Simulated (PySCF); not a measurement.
B3SiN3H5Cl3O: NMR shielding calculation

The run: NMR shielding calculation of B3SiN3H5Cl3O, SMILES Cl[Si](Cl)(Cl)OB1NBNBN1. Method and program: GIAO PBE0/pcSseg-1 NMR shielding, non-relativistic, gas phase (PySCF 2.14.0).

The geometry comes from this level: PBE0-D3(BJ)/def2-SVP. Figures and captions count atoms from 1; the log counts them from 0 in places.

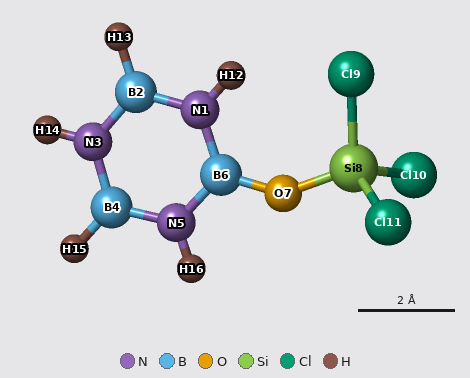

**Figure 1.** The structure as given in the input (ball-and-stick view, seen at a tilt; atoms are numbered from 1 in the order of the input). Bond lengths as drawn: B–H 1.21 Å, B–N 1.42 to 1.43 Å, B–O 1.39 Å, Cl–Si 2.03 to 2.05 Å, H–N 1.01 Å and O–Si 1.62 Å.

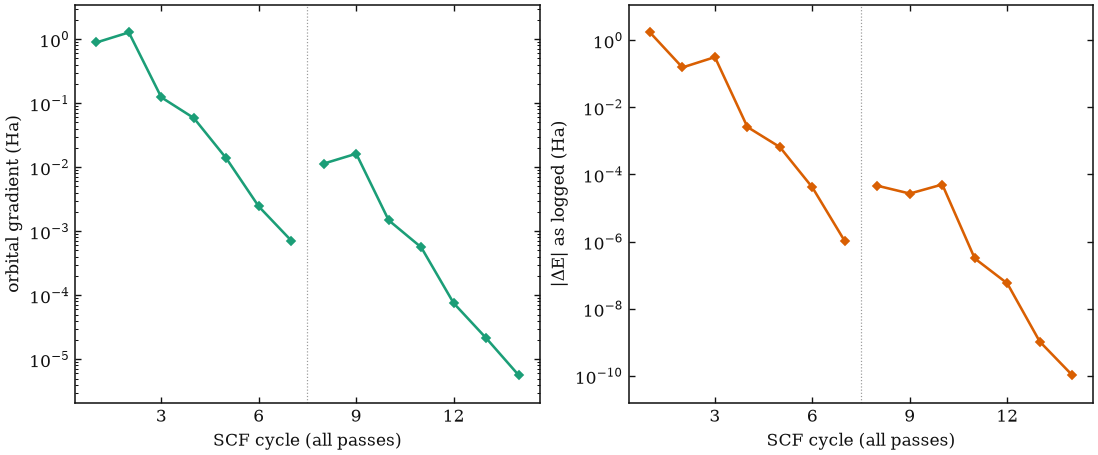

**Figure 2.** Convergence of the self-consistent field: orbital gradient and size of the energy change against the SCF cycle. The dotted line marks the change from a coarse to the final integration grid. The first 7 cycles use a coarse grid, the final grid takes over at cycle 8, and the field converges after 14 cycles in all.

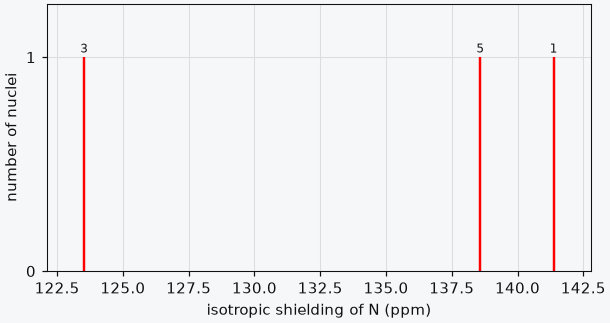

**Figure 3.** Isotropic shieldings of the nitrogen nuclei in this fixed geometry, labelled by atom number; shielding grows to the right, so chemical shift grows to the left. The least shielded is N3 (123.5 ppm), the most shielded N1 (141.4 ppm).

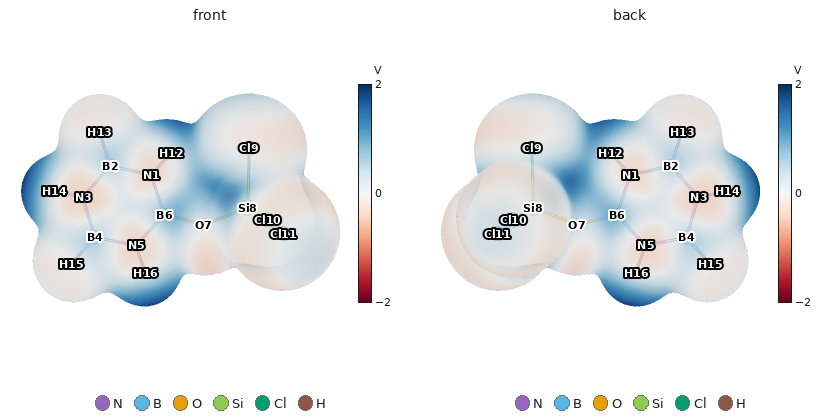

**Figure 4.** The electrostatic potential painted on the density surface at 0.002 e/bohr³, seen face on and from behind; red is negative and blue positive. Its dipole moment is 1.43 D.

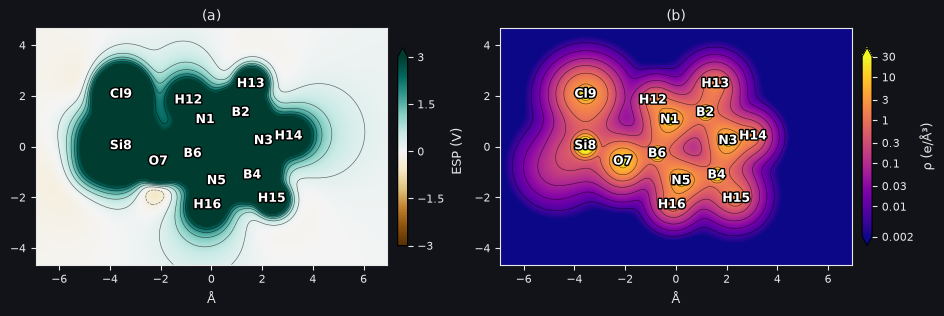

**Figure 5.** (a) electrostatic potential; (b) electron density on the plane of atoms B2, N1 and H12. The section cuts through N, B, O, Si, Cl and H sites. B–O (1.39 Å): ρ at the midpoint is about 1.9 e/Å³. B–N (1.42 Å): ρ is about 1.9 e/Å³ halfway. N–H (1.01 Å): ρ is about 2.8 e/Å³ halfway, with its minimum of 2.3 e/Å³ about 0.8 Å from N.

The input and output of the run follow.

**Input**
```
{"job": {"kind": "nmr", "xc": "PBE0", "basis": "pcSseg-1"}, "charge": 0, "multiplicity": 1}
N      0.715793     0.078964     0.797663
B      0.187504     0.939246     1.806218
N     -1.115413     1.483014     1.599774
B     -1.894695     1.195214     0.439139
N     -1.320653     0.329114    -0.536878
B     -0.022182    -0.236516    -0.380913
O      0.468230    -1.068096    -1.380569
Si     1.754335    -1.911414    -1.878348
Cl     3.122991    -2.142629    -0.366375
Cl     2.659286    -0.942298    -3.423609
Cl     1.146883    -3.753591    -2.493204
H      1.635204    -0.324171     0.930014
H      0.825507     1.195558     2.800407
H     -1.503199     2.094734     2.305526
H     -2.998156     1.664953     0.287490
H     -1.843440     0.104340    -1.373479
```

The first line tells a small driver script what to run in PySCF; the rest is the geometry in Å.

Run as:
```bash
OMP_NUM_THREADS=1 python <driver script> task.json out
```

**Output**
```
coarse grid: 17128 points
cycle   1  E = -1986.3850837242  dE =  1.710e+00  |g| = 8.866e-01  |ddm| = 3.849e+00
cycle   2  E = -1986.2306398474  dE =  1.544e-01  |g| = 1.274e+00  |ddm| = 1.585e+00
cycle   3  E = -1986.5446932442  dE = -3.141e-01  |g| = 1.233e-01  |ddm| = 9.824e-01
cycle   4  E = -1986.5472900893  dE = -2.597e-03  |g| = 5.862e-02  |ddm| = 1.356e-01
cycle   5  E = -1986.5479449148  dE = -6.548e-04  |g| = 1.376e-02  |ddm| = 4.731e-02
cycle   6  E = -1986.5479860811  dE = -4.117e-05  |g| = 2.434e-03  |ddm| = 1.236e-02
cycle   7  E = -1986.5479871046  dE = -1.024e-06  |g| = 7.134e-04  |ddm| = 1.947e-03
final grid: 151832 points
cycle   8  E = -1986.6052268502  dE = -4.619e-05  |g| = 1.138e-02  |ddm| = 2.339e-02
cycle   9  E = -1986.6051998863  dE =  2.696e-05  |g| = 1.624e-02  |ddm| = 1.590e-02
cycle  10  E = -1986.6052500743  dE = -5.019e-05  |g| = 1.481e-03  |ddm| = 9.731e-03
cycle  11  E = -1986.6052503879  dE = -3.136e-07  |g| = 5.613e-04  |ddm| = 1.257e-03
cycle  12  E = -1986.6052504447  dE = -5.680e-08  |g| = 7.523e-05  |ddm| = 3.605e-04
cycle  13  E = -1986.6052504457  dE = -1.046e-09  |g| = 2.140e-05  |ddm| = 7.097e-05
cycle  14  E = -1986.6052504458  dE = -1.046e-10  |g| = 5.649e-06  |ddm| = 1.923e-05
converged SCF energy = -1986.6052504458

GIAO shielding tensors (ppm)
atom      isotropic    diamagn.    paramagn.     s11        s22        s33       span
  0 N      141.375     327.990    -186.615     37.774    160.335    226.015    188.241
  1 B       71.873     196.474    -124.600     44.157     58.895    112.569     68.412
  2 N      123.530     323.533    -200.002    -17.362    154.097    233.856    251.218
  3 B       71.805     195.954    -124.149     44.705     58.074    112.637     67.932
  4 N      138.587     326.659    -188.072     33.939    163.814    218.008    184.069
  5 B       80.018     197.781    -117.763     58.252     86.895     94.908     36.656
  6 O      186.915     400.476    -213.561    138.183    198.483    224.078     85.895
  7 Si     372.760     875.137    -502.377    361.996    374.445    381.838     19.842
  8 Cl     790.195    1148.409    -358.214    686.986    691.227    992.372    305.386
  9 Cl     790.506    1146.060    -355.554    686.341    690.656    994.521    308.179
 10 Cl     793.158    1145.409    -352.251    688.863    693.462    997.149    308.285
 11 H       25.897      34.683      -8.787     17.715     26.900     33.075     15.361
 12 H       26.524      29.256      -2.732     23.401     26.853     29.317      5.916
 13 H       25.801      28.656      -2.855     21.537     25.014     30.852      9.315
 14 H       26.514      28.356      -1.843     23.575     26.570     29.396      5.821
 15 H       26.467      32.285      -5.818     20.807     27.542     31.051     10.244
```

**Summary**

| quantity | value |
| --- | --- |
| outcome | converged |
| total energy | −1986.605250 hartree |
| HOMO | −8.20 eV |
| LUMO | −0.24 eV |
| dipole moment | 1.43 D |
| isotropic shielding, N | 123.5 to 141.4 ppm |
| isotropic shielding, B | 71.8 to 80.0 ppm |
| isotropic shielding, O | 186.9 ppm |
| isotropic shielding, Si | 372.8 ppm |
| isotropic shielding, Cl | 790.2 to 793.2 ppm |
| hardware | 1 CPU thread, shared host |
| wall time | 2.2 min |
| peak memory | 1.4 GiB |
